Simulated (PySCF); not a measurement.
# C6H15NSi (SiHMe2(pyrrolidide)): what the fields show

Input file:

```
{"job": {"kind": "nmr", "xc": "PBE0", "basis": "pcSseg-1"}, "charge": 0, "multiplicity": 1}
Si     0.501430     1.300592     0.694310
H     -0.067532     1.670415     2.041941
C      2.349745     1.055007     0.906912
H      2.819700     1.975299     1.287874
H      2.822786     0.797361    -0.053753
H      2.570017     0.248664     1.623545
C      0.123021     2.708341    -0.487427
H     -0.958465     2.902345    -0.557684
H      0.499329     2.486783    -1.498241
H      0.602873     3.635956    -0.137384
N     -0.184420    -0.169217     0.067728
C     -1.444680    -0.250291    -0.652617
C     -1.491063    -1.695545    -1.133635
C     -0.868014    -2.437268     0.043025
C      0.251249    -1.495352     0.494533
H     -1.482147     0.471545    -1.485435
H     -2.324522    -0.041580    -0.006268
H     -0.862012    -1.809517    -2.032030
H     -2.506062    -2.037122    -1.384060
H     -1.613828    -2.548227     0.847219
H     -0.501575    -3.443259    -0.208807
H      0.407962    -1.563816     1.587409
H      1.213469    -1.771464     0.021105
```

Launched as:

```sh
OMP_NUM_THREADS=2 python probes_run.py task.json out
```

Geometry: PBE0-D3(BJ)/def2-SVP.

All numbers below come from PBE0/pcSseg-1, SCF density, gas phase, non-relativistic in PySCF.

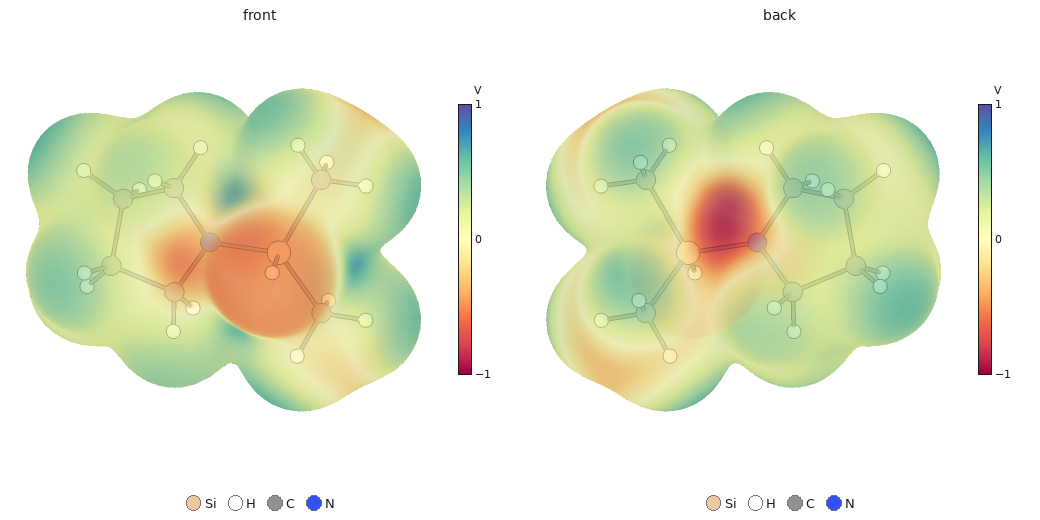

Figure 1. The molecular electrostatic potential painted on the density surface at 0.002 e/bohr³, seen from the front and from behind; the colour scale runs from red (negative) to blue (positive).

### Which sites attract a positive test charge, and which a negative one?

A positive charge is drawn to the negative regions and a negative charge to the positive ones. The most negative region (about −0.9 V) lies over N11, the most positive (about +0.6 V) over the H and Si atoms.

### What dipole moment does the calculation give?

Its dipole moment is 0.89 D.

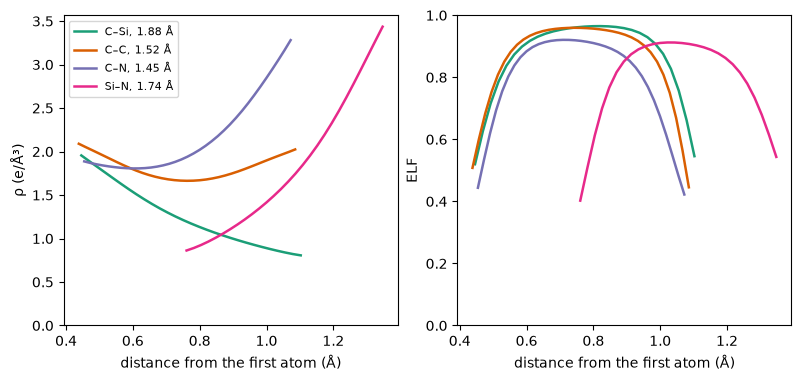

Figure 2. Electron density and electron localisation function along straight lines between neighbouring atoms. The curves leave out the atomic cores.

### What can be read from the curves?

C–Si (1.88 Å): ρ is about 0.95 e/Å³ halfway; the ELF peaks at about 0.95 between the atoms, as expected for a covalent bond.
C–C (1.52 Å): ρ at the midpoint is about 1.7 e/Å³; the ELF peaks at about 0.95 between the atoms (a covalent bond).
C–N (1.45 Å): the density is about 1.9 e/Å³ at the midpoint; the ELF peaks at about 0.90 between the atoms (localised, covalent bonding).
Si–N (1.74 Å): ρ at the midpoint is about 1.1 e/Å³; the ELF peaks at about 0.90 between the atoms, as expected for a shared but strongly polarised pair.
